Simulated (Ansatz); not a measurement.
# One shape, several levels: GeF2 (SMILES [F][Ge][F])

Wanted: a comparison of 3 runs (UHF/STO-3G, SVWN5/STO-3G, CCSD/STO-3G) of GeF2. 

The results are computed with Ansatz 0.2.0.

48 further runs of the same task are left out: 12 that didn't finish, 36 set aside as unsound or not needed.

### Step 1. Starting point

The species is GeF2 (3 atoms), meant as a singlet with charge 0. SMILES: `[F][Ge][F]`. The Ge2–F1 distance was set to 2.181 Å, away from the relaxed value.

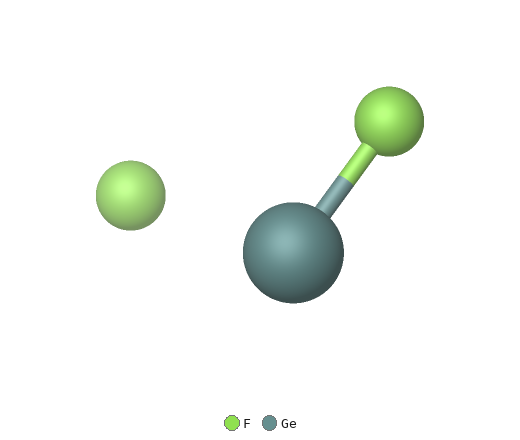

The structure, seen from a chosen angle (fluorine green, germanium teal).

### Step 2. A single-point energy at UHF/STO-3G (run 1)

File job.yaml:

```yaml
crystal:
  periodic: [false, false, false]
  atoms:
    - {symbol: F, position_ang: [-1.004269, -1.303462, -0.701937]}
    - {symbol: Ge, position_ang: [0.637500, -0.295200, 0.320200]}
    - {symbol: F, position_ang: [0.027600, 1.332100, 0.164100]}
basis:
  gaussian:
    orbitals: STO-3G
accuracy: high
magnetization:
  spin_polarized: true
  initial_magnetization: 0
hamiltonian:
  xc: hf
```

Command:

```bash
ansatz run job.yaml --threads 1 --pin off --max-ram 2610MiB --events-out events.jsonl --progress --plain --runs-dir runs
```

Standard output:

```text
Warning: RAYON_NUM_THREADS=1 ignored (pool sized by the plan → 1); use --threads N
Functional definition: HF
  name "HF"
  exchange = exact_x
  correlation = 0
408 factors; integrals over basis functions are off by at most 3.3e-8 eV
mean field evaluation 1: about -61158.6166 eV, gradient 1.8e1 eV
mean field evaluation 2: about -61158.6893 eV, gradient 1.8e1 eV
mean field evaluation 4: about -61163.6792 eV, gradient 2.7e0 eV
mean field evaluation 8: about -61163.8692 eV, gradient 6.3e-5 eV
mean field evaluation 16: about -61164.0216 eV, gradient 1.0e0 eV
mean field evaluation 32: about -61163.9917 eV, gradient 7.0e-1 eV
mean field evaluation 64: about -61161.4131 eV, gradient 1.0e1 eV
mean field evaluation 96: about -61161.3218 eV, gradient 3.8e0 eV
mean field evaluation 128: about -61163.8578 eV, gradient 1.3e-5 eV
mean field -61164.14675754 eV, -2247.7409347918 hartree, gradient 1.8e-8 eV, S^2 0.434357; 8 other end points of the search recorded, 0 dependent functions left out
reference -61164.14675754 eV, -2247.7409347918 hartree; 25, 25 occupied and 3, 3 virtual orbitals, 408 factors
Total energy: -61164.14675754 eV, -2247.7409347918 hartree
```

Run time: 0.97 s. Hardware: 1 thread of Arm Neoverse V1, shared host.

### Step 3. A single-point energy at SVWN5/STO-3G (run 2)

File input.yaml:

```yaml
crystal:
  periodic: [false, false, false]
  atoms:
    - {symbol: F, position_ang: [-1.004269, -1.303462, -0.701937]}
    - {symbol: Ge, position_ang: [0.637500, -0.295200, 0.320200]}
    - {symbol: F, position_ang: [0.027600, 1.332100, 0.164100]}
basis:
  gaussian: {orbitals: STO-3G}
hamiltonian: {xc: {name: SVWN5}}
accuracy: high
```

Command:

```bash
ansatz run input.yaml --threads 1 --pin off --max-ram 2610MiB --events-out events.jsonl --progress --plain --runs-dir runs
```

Standard output:

```text
Warning: RAYON_NUM_THREADS=1 ignored (pool sized by the plan → 1); use --threads N
Functional definition: SVWN5
  name "SVWN5"
  exchange = slater_x
  correlation = vwn5_c
408 factors; integrals over basis functions are off by at most 3.3e-8 eV
mean field evaluation 1: about -60833.1610 eV, gradient 2.2e2 eV
mean field evaluation 2: about -60781.1142 eV, gradient 6.2e1 eV
mean field evaluation 4: about -60886.5291 eV, gradient 9.3e1 eV
mean field evaluation 8: about -61037.7988 eV, gradient 1.4e2 eV
mean field evaluation 16: about -61092.3169 eV, gradient 8.2e-2 eV
mean field evaluation 32: about -61091.0249 eV, gradient 9.8e0 eV
mean field evaluation 64: about -61085.2894 eV, gradient 1.6e-5 eV
mean field evaluation 96: about -61080.1930 eV, gradient 5.8e1 eV
mean field -61092.23974214 eV, -2245.0984007163 hartree, gradient 6.2e-8 eV, S^2 0.000000; 9 other end points of the search recorded, 0 dependent functions left out
reference -61092.23974341 eV, -2245.0984007629 hartree; 25, 25 occupied and 3, 3 virtual orbitals, 408 factors
Total energy: -61092.23974341 eV, -2245.0984007629 hartree
```

Wall time 2.6 s (1 thread of Arm Neoverse V1, shared host).

### Step 4. A single-point energy at CCSD/STO-3G (run 3)

File molecule.yaml:

```yaml
crystal:
  periodic: [false, false, false]
  atoms:
    - {symbol: F, position_ang: [-1.004269, -1.303462, -0.701937]}
    - {symbol: Ge, position_ang: [0.637500, -0.295200, 0.320200]}
    - {symbol: F, position_ang: [0.027600, 1.332100, 0.164100]}
basis:
  gaussian:
    orbitals: STO-3G
correlation:
  method: ccsd
  frozen_orbitals: {F: 1, Ge: 9}
accuracy: high
scf:
  omitted_lower_state_checks: [cluster_reference, increment]
```

Command:

```bash
ansatz run molecule.yaml --threads 1 --pin off --max-ram 2610MiB --events-out events.jsonl --progress --plain --runs-dir runs
```

Standard output:

```text
Warning: RAYON_NUM_THREADS=1 ignored (pool sized by the plan → 1); use --threads N
[... 11 lines left out ...]
11 core orbitals not correlated: weight in the atoms' cores, before any rotation towards them, 1.000 or more for the frozen orbitals, at most 0.000 for the correlated occupied ones
[... 29 lines left out ...]
Total energy: -61166.93695396 eV, -2247.8434726192 hartree
Checks for a lower state left out: cluster_reference, increment
```

It took 0.36 s on 1 thread of Arm Neoverse V1, shared host.

### Step 5. The series

```csv
run,level,frozen core orbitals,energy (Eh),wall time
1,UHF/STO-3G,–,-2247.740935,0.97 s
2,SVWN5/STO-3G,–,-2245.098401,2.6 s
3,CCSD/STO-3G,11,-2247.843473,0.36 s
```

### Step 6. Summary of results

```
                                           quantity           value
                                run 3: total energy  -2247.84347 Eh
run 3: correlation energy (11 core orbitals frozen)      -113.2 mEh
                               run 3: T1 diagnostic           0.025
```

In words: In run 3 the log says that unrestricted orbitals would lower the reference, so the values rest on an unstable closed-shell determinant (other closed-shell runs at this shape may share the fault). In runs 1, 2, 3 the basis is minimal, so the values are rough. Spin contamination of the reference: run 1 ⟨S²⟩ = 0.43. All runs together took 3.9 s, the longest 2.6 s.
